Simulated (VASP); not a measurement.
Band structure of TbCuGe (space group P-6m2). These are PBEsol GGA, VASP's PBE PAW potentials (set 64) (plane waves; VASP) values and carry that method's errors.

The 4f electrons are frozen in the core of the lanthanide potential, so 4f levels, which can set the real gap, and their magnetism are missing.

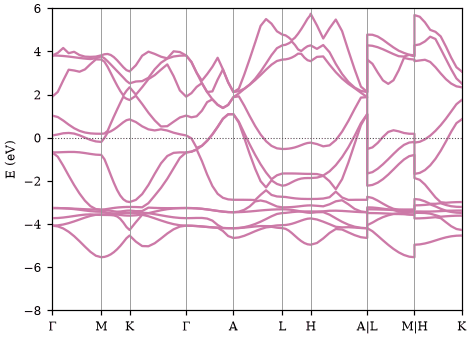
*Bands along high-symmetry lines, zero at the valence-band maximum or, without a gap, the Fermi level*

Problem. Read the plot: is there a gap, and where are the band edges?

Solution. It has no gap at this level: it comes out as a metal or semimetal. (Edges off the drawn lines would not show.)

The structure comes from a computed database's TbCuGe entry (P-6m2); how it stands against other phases isn't given here. It was relaxed first.
